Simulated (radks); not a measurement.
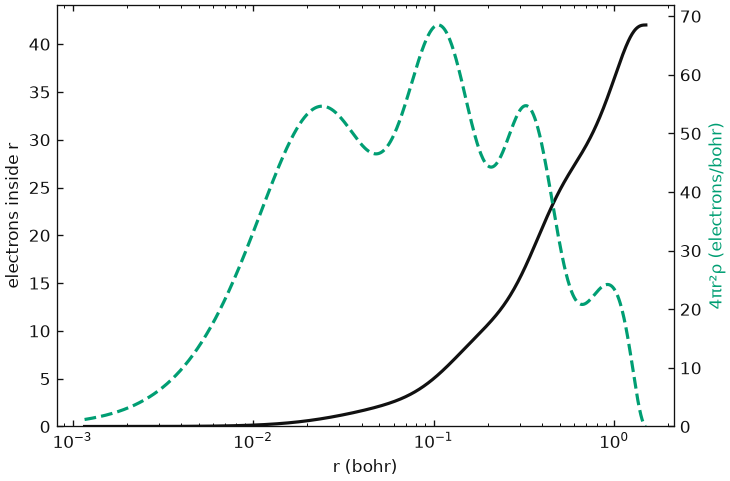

Tc⁺ (Z = 43, 42 electrons) in the configuration [Kr] 4d5 5s1 (high spin). It sits in a hard spherical wall of radius 1.5 bohr. Theory: scalar-relativistic Kohn-Sham, LDA (Slater exchange, Perdew-Wang correlation), spin-polarised, spherical densities, point nucleus (computed with the in-house radial solver radks).

The plot shows the number of electrons inside radius r (solid) and the radial density 4πr²ρ (dashed).

**Read the plot.**

The count levels off at 42 electrons. Half of them lie within 0.405 bohr, 90 % within 1.06 bohr and 99 % within 1.32 bohr. The radial density has minima at 0.0481, 0.208 and 0.663 bohr, where the count stands at 2.0, 11.0 and 28.6; these part the shells that the density resolves.
